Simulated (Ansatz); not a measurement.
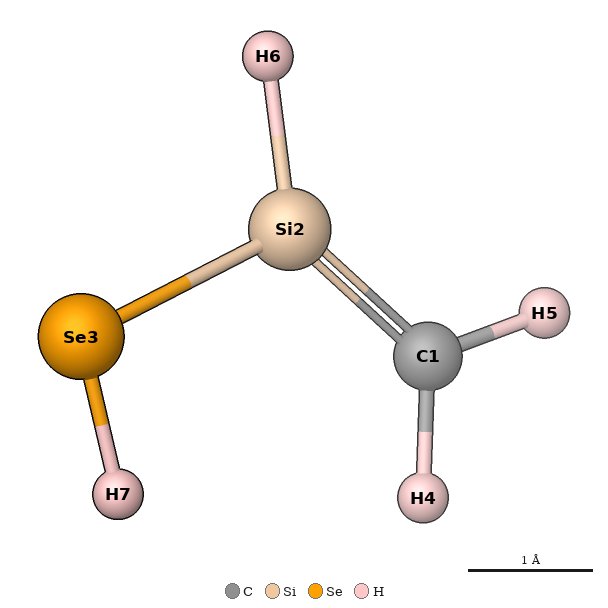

The picture comes from a calculation with Ansatz.

Orthographic view. Depth is shown by fading: the farther an atom, the more it takes the colour of the background. Geometry: atoms displaced at random (about 0.13 Å) from a stationary point of GFN2-xTB.

Write a MOL file (V2000) with the atoms in numerical order, bonds sorted by atom number with the orders drawn, and coordinates in the frame of the picture: x right, y up, z towards the viewer, origin at the mean position.

```
CH4SeSi
                    3D

  7  6  0  0  0  0  0  0  0  0999 V2000
    0.9700   -0.2400   -0.5500 C   0  0  0  0  0  0  0  0  0  0  0  0
   -0.1400    0.7800    0.0700 Si  0  0  0  0  0  4  0  0  0  0  0  0
   -1.8300   -0.0800    1.1500 Se  0  0  0  0  0  2  0  0  0  0  0  0
    0.9300   -1.3800   -0.6400 H   0  0  0  0  0  0  0  0  0  0  0  0
    1.9100    0.1100   -1.0800 H   0  0  0  0  0  0  0  0  0  0  0  0
   -0.3200    2.1800    0.1800 H   0  0  0  0  0  0  0  0  0  0  0  0
   -1.5300   -1.3600    0.8600 H   0  0  0  0  0  0  0  0  0  0  0  0
  1  2  2  0
  1  4  1  0
  1  5  1  0
  2  3  1  0
  2  6  1  0
  3  7  1  0
M  END
```
